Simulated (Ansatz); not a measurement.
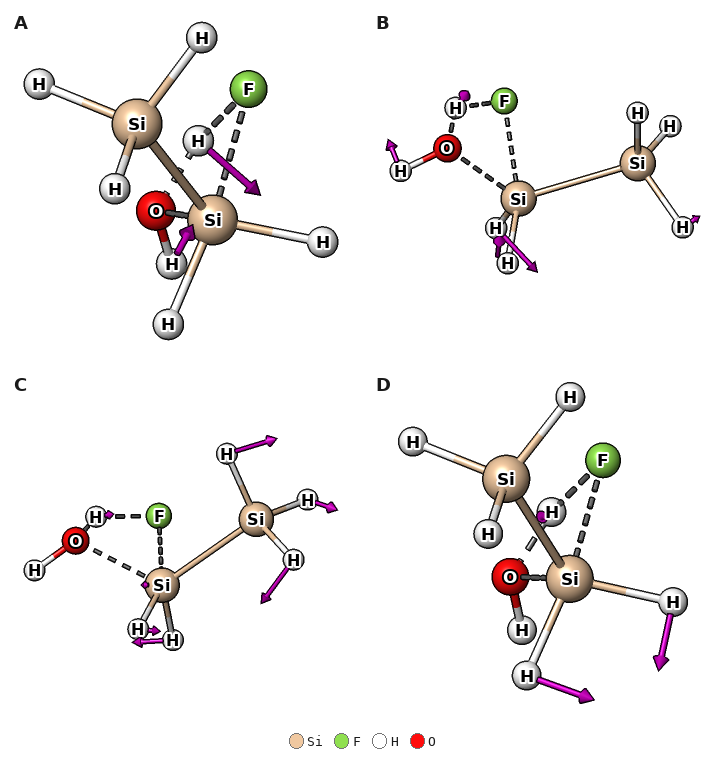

4 normal modes of one molecule or complex, as arrows. Broken sticks mark bonds that form or break. Harmonic vibrations computed with RKS PBE0-D4/def2-TZVP (Ansatz 0.2.0) at a stationary point of the same level. It is a saddle point of order 1.

**Match the panels to the wavenumbers 509 cm⁻¹, 715 cm⁻¹, 1044 cm⁻¹, 1334 cm⁻¹.**

A: 1334 cm⁻¹
B: 715 cm⁻¹
C: 509 cm⁻¹
D: 1044 cm⁻¹
